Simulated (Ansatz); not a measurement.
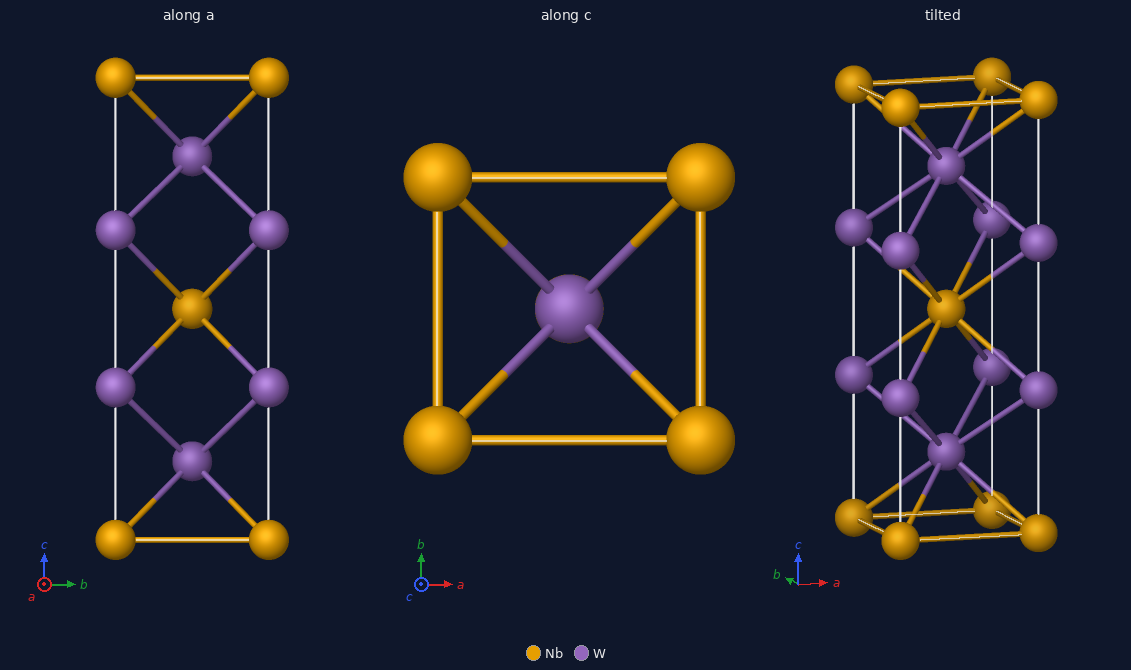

The image is a ball-and-stick drawing of a crystal, viewed along the a axis, along the c axis and slightly off an axis. One conventional unit cell is framed, with atoms on its boundary repeated.

The lattice constants are a = 3.215 Å, b = 3.215 Å, c = 9.695 Å, α = 90.00°, β = 90.00°, γ = 90.00°.

The bonds drawn are Nb–Nb up to 3.22 Å, Nb–W up to 3.15 Å, W–W up to 3.08 Å (cut-off distances).

Q: Which compound is drawn?

A: NbW2. The cell holds 2 Nb, 4 W, counting shared atoms by their share.

Q: Which of the Bravais lattices applies?

A: Body-centred tetragonal.

Q: Which of the 230 space groups is it?

A: I4/mmm (No. 139), with Nb on 2a and W on 4e.

The initial geometry was a textbook structure type filled with these elements (whether it is the usual form wasn't checked). The geometry is the end of a relaxation with Ansatz 0.2.0, DFT PBE, scalar-relativistic, plane waves, PAW.
